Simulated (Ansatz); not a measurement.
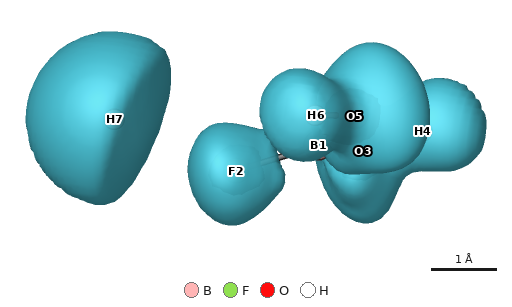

Figure 1: BFH₂O₂···H (doublet). Isosurface of the electron localisation function at 0.75 (cyan), seen from one side. Core shells and regions of very low density are left out.

The calculation used UKS CAM-B3LYP/def2-SVP (Ansatz 0.2.0).

Input

```
crystal:
  periodic: [false, false, false]
  atoms:
    - { symbol: B, position_ang: [0.0, 0.0, 0.0] }
    - { symbol: F, position_ang: [0.0, 0.0, 1.57] }
    - { symbol: O, position_ang: [1.2211, 0.0, -0.705] }
    - { symbol: H, position_ang: [1.5209, -0.9519, -0.8599] }
    - { symbol: O, position_ang: [-1.2211, 0.0, -0.705] }
    - { symbol: H, position_ang: [-1.7308, -0.8467, -0.4965] }
    - { symbol: H, position_ang: [0.0, 0.0, 2.79] }
magnetization:
  spin_polarized: true
  initial_magnetization: 1
basis:
  gaussian: { orbitals: def2-SVP }
hamiltonian:
  xc: cam_b3lyp
relax:
  f_tol: 0.15
  max_steps: 25
  restrain:
    - { distance: [1, 6], at: 2.12, k: 30.0 }
    - { distance: [0, 1], at: 1.32, k: 30.0 }
output:
  orbitals: {}
```

Command:

```sh
ansatz run input.yaml --threads 4 --pin off --max-ram 5120MiB --backend cpu --events-out ev --progress --plain --runs-dir out
```

The fields are those of the run's last geometry, not of the input's.

Identify the bonds, lone pairs and shells in this picture.

At this value the surface marks out one region around a hydrogen nucleus, one region on F in which the atom's valence shell and bonds are merged and two joined regions spread over several atoms (H, O), in which their bonds and any lone pairs are merged. Profiles from the grid: F2···H7 (2.13 Å): the ELF dips to about 0.05 between them. B–F (1.33 Å): the ELF peaks at about 0.85 between the atoms; a polar covalent bond.
